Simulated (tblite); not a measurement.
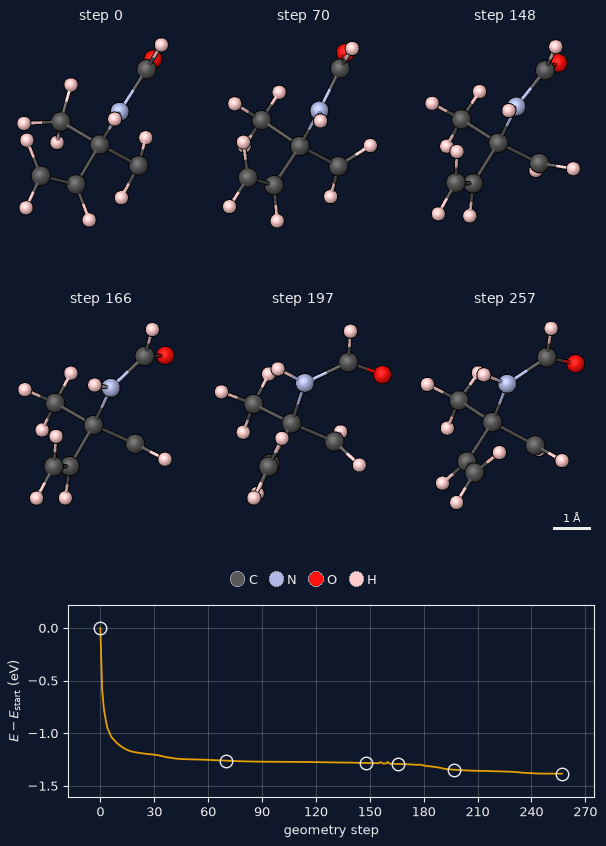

Frames of a relaxation of C₆H₁₀NO (multiplicity 2), marked on the history of the run. Style: ball-and-stick. Shown from a free direction.

Computed with GFN2-xTB geometry optimisation, gas phase in tblite. 

Question: Describe the path.

Answer: After 257 geometry steps the energy has fallen by 1.384 eV. The atom that moves furthest after the best rigid fit is an H atom (2.17 Å). Largest moves by element: H 2.17 Å, C 0.95 Å, O 0.87 Å, N 0.58 Å. Some distances before and after: C–N 1.447 → 1.338 Å, C–O 1.284 → 1.207 Å, C–H 1.117 → 1.071 Å, H–N 1.053 → 1.008 Å. Among the angles between lasting bonds that change: C–C–H 105.0° → 121.0°, C–C–H 105.9° → 119.4°, H–C–H 108.7° → 119.4°. Groups turn about C–C by about 85°, C–N by about 30°, C–C by about 25°. From step 0 to 70: an H atom moves most (0.86 Å), energy −1.260 eV. From step 70 to 148: an H atom moves most (0.99 Å), energy −0.022 eV. From step 148 to 166: the O atom moves most (0.40 Å), energy −0.009 eV. From step 166 to 197: the O atom moves most (0.95 Å), energy −0.056 eV. From step 197 to 257: an H atom moves most (0.56 Å), energy −0.037 eV.
